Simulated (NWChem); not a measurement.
# One shape, several levels: HNO2 (nitrous acid)

Aim: a comparison of 6 runs (HF/def2-SVP, HF/aug-cc-pVDZ, HF/def2-TZVP, B3LYP/6-31G*, CCSD(T)/pcseg-1, CCSD(T)/def2-TZVP) of HNO2 (nitrous acid). 

The results are computed with NWChem 7.3.0.

1 further run of the same task is left out (set aside as unsound or not needed). Runs told in other sessions of the task aren't counted.

### Step 1. The structure to begin with

The species is HNO2 (4 atoms), meant as a singlet with charge 0. SMILES: `O=NO`. The shape is that of a PBE0-D4/def2-TZVP optimisation.

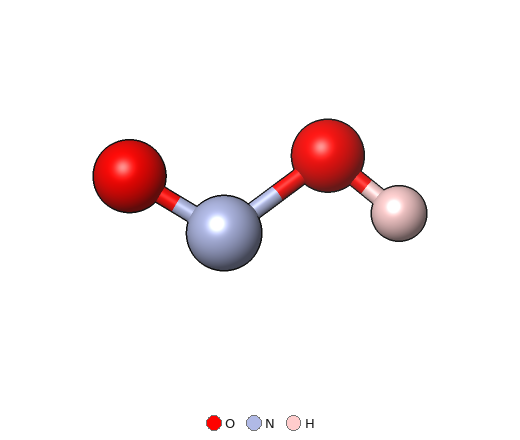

Viewed from a chosen angle; oxygen red, nitrogen light blue, hydrogen pink.

### Step 2. Energy and gradient at HF/def2-SVP (run 1)

The input, hno2.nw:

```
START hno2
memory total 2200 mb

GEOMETRY noautosym nocenter noautoz
O      0.413650     0.047230     1.437260
N      0.320150    -0.419400     0.377370
O     -0.362650     0.434660    -0.492650
H     -0.371140    -0.062490    -1.321980
END

BASIS spherical bse
* library def2-SVP
END

SCF
thresh 1e-08
maxiter 80
print low
END

TASK scf gradient
```

Started as:

```
nwchem hno2.nw > hno2.out
```

Standard output:

```text
[...]
  functions       =    47
[...]
  wavefunction    = RHF
[...]
         Total SCF energy =   -204.474029107974
      One-electron energy =   -420.426859302592
      Two-electron energy =    145.398957978166
 Nuclear repulsion energy =     70.553872216452
        Time for solution =      2.3s
[...]
                         RHF ENERGY GRADIENTS
    atom               coordinates                        gradient
                 x          y          z           x          y          z
   1 O       0.781685   0.089252   2.716028    0.004500   0.021701   0.049789
   2 N       0.604996  -0.792551   0.713126    0.015884  -0.048417  -0.025784
   3 O      -0.685309   0.821388  -0.930974   -0.021982   0.039596  -0.008504
   4 H      -0.701353  -0.118089  -2.498180    0.001598  -0.012879  -0.015501
 Task  times  cpu:        2.9s     wall:        2.9s
 Total times  cpu:        3.0s     wall:        3.0s
```

It took 3.6 s on 1 thread of Intel Xeon Platinum 8259CL at 2.50GHz (Skylake/Cascade Lake), shared host; peak memory 0.1 GiB.

### Step 3. Energy and forces at HF/aug-cc-pVDZ (run 2)

The input, struct.nw:

```
start struct
memory total 2200 mb

geometry units angstroms noautosym nocenter noautoz
  O     0.413650    0.047230    1.437260
  N     0.320150   -0.419400    0.377370
  O    -0.362650    0.434660   -0.492650
  H    -0.371140   -0.062490   -1.321980
end

basis spherical bse
  * library aug-cc-pVDZ
end

scf
  singlet
  rhf
  thresh 1e-08
  maxiter 80
  print medium
end

task scf gradient
```

Started as:

```
nwchem struct.nw > struct.out
```

Standard output:

```text
[...]
  functions       =    78
[...]
  wavefunction    = RHF
[...]
         Total SCF energy =   -204.680317747765
      One-electron energy =   -420.565089376168
      Two-electron energy =    145.330899411950
 Nuclear repulsion energy =     70.553872216452
        Time for solution =     20.1s
[...]
                         RHF ENERGY GRADIENTS
    atom               coordinates                        gradient
                 x          y          z           x          y          z
   1 O       0.781685   0.089252   2.716028    0.004205   0.014800   0.037695
   2 N       0.604996  -0.792551   0.713126    0.011037  -0.034056  -0.018582
   3 O      -0.685309   0.821388  -0.930974   -0.016447   0.032148  -0.002296
   4 H      -0.701353  -0.118089  -2.498180    0.001205  -0.012893  -0.016817
[...]
```

Run time: 26 s. Hardware: 1 thread of Intel Xeon Platinum 8259CL at 2.50GHz (Skylake/Cascade Lake), shared host; peak memory 0.1 GiB.

Runs 3 to 4 aren't shown in full; the table further down has their settings and results.

### Step 4. The energy at CCSD(T)/pcseg-1 (run 5)

The input, hno2.nw:

```
start hno2
memory total 2200 mb
geometry units angstroms noautosym nocenter noautoz
  O      0.413650     0.047230     1.437260
  N      0.320150    -0.419400     0.377370
  O     -0.362650     0.434660    -0.492650
  H     -0.371140    -0.062490    -1.321980
end
basis spherical bse
  O library pcseg-1
  N library pcseg-1
  H library pcseg-1
end
scf
  thresh 1e-08
  maxiter 80
end
ccsd
  freeze core 3
  maxiter 60
end
task ccsd(t) energy
```

Started as:

```
nwchem hno2.nw > hno2.out
```

Standard output:

```text
[...]
  functions       =    47
[...]
  wavefunction    = RHF
[...]
         Total SCF energy =   -204.580857316137
      One-electron energy =   -420.465919543452
      Two-electron energy =    145.331190010863
 Nuclear repulsion energy =     70.553872216452
        Time for solution =      3.0s
[...]
 Total MP2 energy:           -205.126213579722219
[...]
             energy      energy      error      ampl     ampl      Block
                                                time     time      time
[...]
 Total CCSD energy:           -205.130048187440849
[...]
 Total CCSD+T(CCSD) energy:           -205.151094028734747
[...]
 Total CCSD(T) energy:                -205.148981183120469
[...]
```

It took 19 s on 1 thread of Intel Xeon Platinum 8259CL at 2.50GHz (Skylake/Cascade Lake), shared host; peak memory 0.12 GiB.

### Step 5. The energy at CCSD(T)/def2-TZVP (run 6)

The input, sp.nw:

```
start sp
title "nitrous acid"
memory total 2200 mb

geometry units angstroms noautosym nocenter noautoz
O        0.413650       0.047230       1.437260
N        0.320150      -0.419400       0.377370
O       -0.362650       0.434660      -0.492650
H       -0.371140      -0.062490      -1.321980
end

basis spherical bse
* library def2-TZVP
end

scf
thresh 1e-08
maxiter 80
end

ccsd
freeze core 3
maxiter 60
end

task ccsd(t)
```

Started as:

```
nwchem sp.nw > sp.out
```

Standard output:

```text
[...]
  functions       =    99
[...]
  wavefunction    = RHF
[...]
         Total SCF energy =   -204.732751824169
      One-electron energy =   -420.828519433527
      Two-electron energy =    145.541895392907
 Nuclear repulsion energy =     70.553872216452
        Time for solution =     27.3s
[...]
 Total MP2 energy:           -205.405035718258318
[...]
             energy      energy      error      ampl     ampl      Block
                                                time     time      time
[...]
 Total CCSD energy:           -205.404983600678463
[...]
 Total CCSD+T(CCSD) energy:           -205.438484212710165
[...]
 Total CCSD(T) energy:                -205.436177676933170
[...]
```

Wall time 4.4 min (1 thread of Intel Xeon Platinum 8259CL at 2.50GHz (Skylake/Cascade Lake), shared host); peak memory 0.28 GiB.

### Step 6. All runs side by side

| run | level | Cartesian functions | iteration cap | energy (Eh) | largest force (eV/Å) | wall time |
| --- | --- | --- | --- | --- | --- | --- |
| 1 | HF/def2-SVP | no | 80 | -204.474029 | 2.937 | 3.6 s |
| 2 | HF/aug-cc-pVDZ | no | 80 | -204.680318 | 2.094 | 26 s |
| 3 | HF/def2-TZVP | no | 80 | -204.732752 | 2.892 | 37 s |
| 4 | B3LYP/6-31G* (Cartesian functions) | yes | 100 | -205.694113 | 1.961 | 13 s |
| 5 | CCSD(T)/pcseg-1 | no | 80 | -205.148981 | – | 19 s |
| 6 | CCSD(T)/def2-TZVP | no | 80 | -205.436178 | – | 4.4 min |

### Step 7. Outcome

```
                                          quantity          value
                               run 6: total energy  -205.43618 Eh
        run 6: HOMO energy (Hartree–Fock orbitals)      -12.43 eV
        run 6: LUMO energy (Hartree–Fock orbitals)        2.73 eV
      run 6: HOMO–LUMO gap (Hartree–Fock orbitals)       15.16 eV
run 6: correlation energy (3 core orbitals frozen)     -703.4 mEh
                             run 6: (T) correction     -31.19 mEh
```

In words: Over runs 2, 3, 4 the dipole moment (its size) runs from 2.20 D (B3LYP/6-31G*) to 2.40 D (HF/def2-TZVP). The two ends differ in method and basis. All runs together took 6.1 min, the longest 4.4 min.
